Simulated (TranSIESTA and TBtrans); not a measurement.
System: Na chain with one bond stretched by 2.0 Å. Leads: straight Na chain, spacing 3.3 Å. Geometry: as built, not relaxed.

Computed with TranSIESTA and TBtrans, PBE, DZP numerical orbitals (energy shift 0.15 eV), PseudoDojo norm-conserving scalar-relativistic potentials, mesh cutoff 200 Ry, 300 K, no spin polarisation, no spin-orbit coupling; self-consistent non-equilibrium Green functions.

Energies count from the leads' Fermi level. Transmissions are for one spin of a degenerate pair. The energy step is 0.01 eV; narrower resonances are cut or missed.

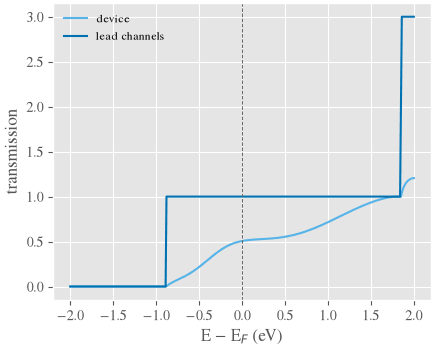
*Transmission against energy*

```
E (eV)      T  lead channels
------  -----  -------------
-2.00       0              0
-1.80       0              0
-1.60       0              0
-1.40       0              0
-1.20       0              0
-1.00       0              0
-0.80   0.052              1
-0.60    0.15              1
-0.40    0.29              1
-0.20    0.44              1
0.00     0.51              1
0.20     0.53              1
0.40     0.54              1
0.60     0.57              1
0.80     0.63              1
1.00     0.72              1
1.20     0.81              1
1.40     0.90              1
1.60     0.97              1
1.80     1.00              1
2.00     1.21              3
```

The straight chain is held at its spacing; free chains may zigzag or dimerise. No spin-polarised start was tried, so a magnetic state, if there is one, is missed.
